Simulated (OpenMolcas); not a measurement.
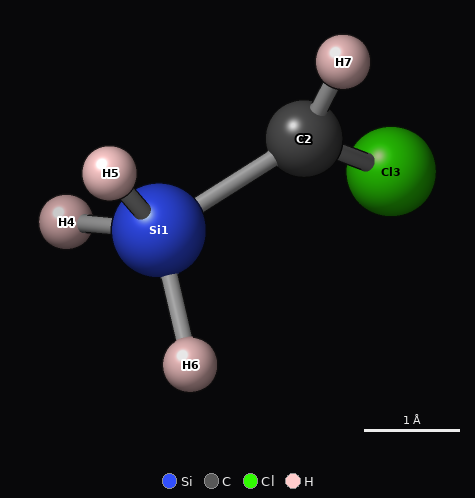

Fig. 1: The input geometry (ball-and-stick view, seen at a tilt; atoms are numbered from 1 in the order of the input).

**CH$_{4}$ClSi: energy and gradient calculation (part 1 of 2)**

The run: energy and gradient calculation of CH$_{4}$ClSi, multiplicity 2, SMILES [SiH3][CH]Cl. Method and program: B3LYP/6-31G*, UKS (OpenMolcas 26.06).

The geometry comes from this level: GFN2-xTB.

The input
```
* CH4ClSi Kohn-Sham DFT

&GATEWAY
 BasLib
 $CurrDir
 Coord
 struct.xyz
 Basis
 6-31Gs
 Group
 NoSym

&SEWARD
 GridInput
 Grid=UltraFine
 End of Grid

&SCF
 UHF
 Spin
 2
 KSDFT
 B3LYP
 Thresholds
 1e-10 1e-07 1e-07 1e-05
 PrOrbitals
 1 1

&ALASKA
```

File struct.xyz
```
7

Si    -0.682180     0.341260    -0.284310
C      0.961750    -0.300430     0.296940
Cl     1.102660    -1.778310     1.107020
H     -1.302230    -0.615500    -1.205790
H     -0.398010     1.610760    -0.949180
H     -1.587970     0.533440     0.853480
H      1.905980     0.208770     0.181860
```

Hardware: 1 thread of Arm Neoverse V1, 24 GiB of memory available, shared host.

Command:
```bash
export MOLCAS_MEM=1860
pymolcas mol.inp > mol.log
```

Output
```
--- Start Module: gateway ---

                                              &GATEWAY

                       available to each process: 1.9 GB of memory, 1 thread

 Basis Set     1 Label: SI.6-31GS
 Basis set is read from library:.
 basistype.tbl is not found

 Basis Set     2 Label: C.6-31GS
 Basis set is read from library:.
 basistype.tbl is not found

 Basis Set     3 Label: CL.6-31GS
 Basis set is read from library:.
 basistype.tbl is not found

 Basis Set     4 Label: H.6-31GS
 Basis set is read from library:.
 basistype.tbl is not found

++    Symmetry information:
      ---------------------

                    Character Table for C1

                             E
                    a        1  x, y, xy, Rz, z, xz, Ry, yz, Rx, I
--

++    Basis set information:
      ----------------------

      Basis set label: SI.6-31GS.........

      Electronic valence basis set:
      ------------------
      Associated Effective Charge  14.000000 au
      Associated Actual Charge     14.000000 au
      Nuclear Model: Point charge

      Shell  nPrim  nBasis  Cartesian Spherical Contaminant
         s      16       4        X
         p      10       3        X
         d       1       1        X

      Basis set label: C.6-31GS.........

      Electronic valence basis set:
      ------------------
      Associated Effective Charge   6.000000 au
      Associated Actual Charge      6.000000 au
      Nuclear Model: Point charge

      Shell  nPrim  nBasis  Cartesian Spherical Contaminant
         s      10       3        X
         p       4       2        X
         d       1       1        X

      Basis set label: CL.6-31GS.........

      Electronic valence basis set:
      ------------------
      Associated Effective Charge  17.000000 au
      Associated Actual Charge     17.000000 au
      Nuclear Model: Point charge

      Shell  nPrim  nBasis  Cartesian Spherical Contaminant
         s      16       4        X
         p      10       3        X
         d       1       1        X

      Basis set label: H.6-31GS.........

      Electronic valence basis set:
      ------------------
      Associated Effective Charge   1.000000 au
      Associated Actual Charge      1.000000 au
      Nuclear Model: Point charge

      Shell  nPrim  nBasis  Cartesian Spherical Contaminant
         s       4       2        X
--

++    Molecular structure info:
      -------------------------

                    ************************************************
                    **** Cartesian Coordinates / bohr, angstrom ****
                    ************************************************

     Center  Label                x              y              z                     x              y              z
        1      SI1             -1.289133       0.644888      -0.537268             -0.682180       0.341260      -0.284310
        2      C2               1.817444      -0.567730       0.561135              0.961750      -0.300430       0.296940
        3      CL3              2.083725      -3.360519       2.091965              1.102660      -1.778310       1.107020
        4      H4              -2.460858      -1.163126      -2.278613             -1.302230      -0.615500      -1.205790
        5      H5              -0.752130       3.043895      -1.793690             -0.398010       1.610760      -0.949180
        6      H6              -3.000828       1.008056       1.612843             -1.587970       0.533440       0.853480
        7      H7               3.601780       0.394518       0.343666              1.905980       0.208770       0.181860

                    ***************************************
                    *    InterNuclear Distances / bohr    *
                    ***************************************

               1 SI1           2 C2            3 CL3           4 H4            5 H5            6 H6
    1 SI1      0.000000
    2 C2       3.511091        0.000000
    3 CL3      5.859379        3.195937        0.000000
    4 H4       2.770223        5.169384        6.677104        0.000000
    5 H5       2.760834        5.019139        8.009801        4.566611        0.000000
    6 H6       2.772142        5.177349        6.720617        4.488767        4.561333        0.000000
    7 H7       4.975918        2.038890        4.411501        6.786618        5.526665        6.751421

               7 H7
    7 H7       0.000000

                    *******************************************
                    *    InterNuclear Distances / angstrom    *
                    *******************************************

               1 SI1           2 C2            3 CL3           4 H4            5 H5            6 H6
    1 SI1      0.000000
    2 C2       1.857989        0.000000
    3 CL3      3.100650        1.691217        0.000000
    4 H4       1.465939        2.735520        3.533371        0.000000
    5 H5       1.460971        2.656014        4.238604        2.416546        0.000000
    6 H6       1.466954        2.739735        3.556397        2.375353        2.413754        0.000000
    7 H7       2.633143        1.078934        2.334466        3.591324        2.924585        3.572698

               7 H7
    7 H7       0.000000

                    **************************************
                    *    Valence Bond Angles / degree    *
                    **************************************
                          Atom centers                 Phi
                      4 H4       1 SI1      5 H5       111.30
                      4 H4       1 SI1      6 H6       108.17
                      5 H5       1 SI1      6 H6       111.05
--

            Nuclear Potential Energy            133.09351100 au

--- Stop Module: gateway /rc=_RC_ALL_IS_WELL_ ---

--- Start Module: seward ---

                                              &SEWARD

                       available to each process: 1.9 GB of memory, 1 thread

               SEWARD will generate:
                  Multipole Moment integrals up to order  2
                  Kinetic Energy integrals
                  Nuclear Attraction integrals (point charge)
                  One-Electron Hamiltonian integrals
                  Velocity integrals
                  Orbital angular momentum around (  0.7088  -1.3039   0.7942 )
                  Velocity quadrupole around (  0.7088  -1.3039   0.7942 )
                  Two-Electron Repulsion integrals

                   Integrals are discarded if absolute value <: 1.00E-14
                   Integral cutoff threshold is set to       <: 1.00E-16

            Nuclear Potential Energy            133.09351100 au

      Basis set specifications :
      Symmetry species         a
      Basis functions           61

--- Stop Module: seward /rc=_RC_ALL_IS_WELL_ ---
--- Module seward spent 1 second ---

--- Start Module: scf ---

                                                &SCF

                       available to each process: 1.9 GB of memory, 1 thread

++    Input section:
      --------------

      Header of the integral files:

      Cartesian coordinates in angstrom:
      -----------------------------------------------------
      No.  Label        X            Y            Z
      -----------------------------------------------------
       1   SI1       -0.68218000   0.34126000  -0.28431000
       2   C2         0.96175000  -0.30043000   0.29694000
       3   CL3        1.10266000  -1.77831000   1.10702000
       4   H4        -1.30223000  -0.61550000  -1.20579000
       5   H5        -0.39801000   1.61076000  -0.94918000
       6   H6        -1.58797000   0.53344000   0.85348000
       7   H7         1.90598000   0.20877000   0.18186000
      -----------------------------------------------------
      Nuclear repulsion energy =  133.09351100
--

++    Orbital specifications:
      -----------------------

      Symmetry species               1
                                     a
      Frozen orbitals                0
      Occupied orbitals alpha       21
      Occupied orbitals beta        20
      Secondary orbitals alpha      40
      Secondary orbitals beta       41
      Deleted orbitals               0
      Total number of orbitals      61
      Number of basis functions     61
--

      Molecular charge                           0.000

      Numerical integration parameters
      --------------------------------
      Radial quadrature type:                         MHL
      Size of radial grid:                            99
      Lebedev angular grid:                           41
      Angular grid pruned with the crowding factor:  1.00E+10
                                 and fading factor:  1.00E+01
      Screening threshold for integral computation:   1.00E-11
      Radial quadrature accuracy:                     1.00E-25
      Maximum batch size:                             128
      AO values are stored on disk
      The same grid will be used for all iterations.

      DFT functional specifications
      -----------------------------
      Using Libxc version: 6.2.2
      Please cite the following reference:
      S. Lehtola, C. Steigemann, M. J.T. Oliveira, and M. A.L. Marques.,  SoftwareX 7, 1–5 (2018) doi:10.1016/j.softx.2017.11.002

      * B3LYP

++    Optimization specifications:
      ----------------------------

      SCF Algorithm: Conventional USCF
      D(i)-D(i-1) density differences are used
      Number of density matrices in core                 5
      Maximum number of NDDO SCF iterations            400
      Maximum number of HF SCF iterations              400
      Threshold for SCF energy change             1.00E-10
      Threshold for density matrix                1.00E-07
      Threshold for Fock matrix                   1.00E-07
      Threshold for linear dependence             1.00E-09
      Threshold at which DIIS is turned on        1.50E-01
      Maximum depth in the DIIS procedure                5
      Maximum depth in the BFGS Hessian update          30
      Threshold at which QNR/C2DIIS is turned on  7.50E-02
      Threshold for Norm(delta) (QNR/C2DIIS)      1.00E-05
      All orbitals punched on: UHFORB
--

      Input vectors read from INPORB
      Orbital file label: *Guess orbitals

++ Convergence information
                               UHF B3LYP      iterations: Energy and convergence statistics

Iter     Tot. B3LYP      One-elec.       Two-elec.     Energy      Max Dij or  Max Fij      DNorm      TNorm      AccCon     Time
         Energy          Energy          Energy        Change      Delta Norm                                                in Sec.
   1  -789.877910185 -1394.246304430   471.274883243   0.00E+00    2.77E-01*   3.32E-01*    8.62E+00   2.23E+02   None         2.
   2  -790.081172413 -1404.263812661   481.089129247  -2.03E-01*   1.92E-01*   4.66E-02*    2.07E+00   2.26E+02   EDIIS        1.
   3  -790.106002687 -1396.586202439   473.386688751  -2.48E-02*   3.41E-02*   2.61E-02*    1.42E+00   2.24E+02   EDIIS        1.
   4  -790.135464240 -1400.624773602   477.395798360  -2.95E-02*   4.43E-02*   1.02E-02*    3.18E-01   2.25E+02   c2DIIS       1.
   5  -790.137087543 -1400.006267794   476.775669250  -1.62E-03*   1.52E-01*   9.46E-03*    1.54E-01   2.24E+02   QNRc2DIIS    1.
   6  -790.135439578 -1399.965954483   476.737003904   1.65E-03*   9.35E-02*   1.38E-02*    2.18E-01   2.25E+02   QNRc2DIIS    1.
   7  -790.138395999 -1399.934086220   476.702179219  -2.96E-03*   5.69E-03*   6.68E-04*    1.32E-01   2.24E+02   QNRc2DIIS    1.
   8  -790.138403946 -1399.952037956   476.720123008  -7.95E-06*   8.58E-04*   1.02E-04*    1.11E-02   2.24E+02   QNRc2DIIS    1.
   9  -790.138404086 -1399.957155348   476.725240261  -1.39E-07*   3.72E-04*   4.37E-05*    1.70E-03   2.24E+02   QNRc2DIIS    1.
  10  -790.138404110 -1399.953827418   476.721912306  -2.46E-08*   1.06E-04*   1.00E-05*    7.02E-04   2.24E+02   QNRc2DIIS    1.
  11  -790.138404113 -1399.954422902   476.722507788  -2.59E-09*   3.45E-05*   2.56E-06*    2.05E-04   2.24E+02   QNRc2DIIS    1.
  12  -790.138404113 -1399.954446473   476.722531358  -1.46E-10*   1.19E-05*   1.32E-06*    6.20E-05   2.24E+02   QNRc2DIIS    1.
  13  -790.138404113 -1399.954441344   476.722526230  -3.25E-11    2.24E-06    2.22E-07*    2.28E-05   2.24E+02   QNRc2DIIS    1.
  14  -790.138404113 -1399.954436987   476.722521873   1.02E-12*   5.35E-07    4.39E-08     3.98E-06   2.24E+02   QNRc2DIIS    1.
  15  -790.138404113 -1399.954438059   476.722522945  -1.25E-12    1.31E-07    6.91E-09     8.23E-07   2.24E+02   QNRc2DIIS    1.

       Convergence after  15 Iterations
--
```
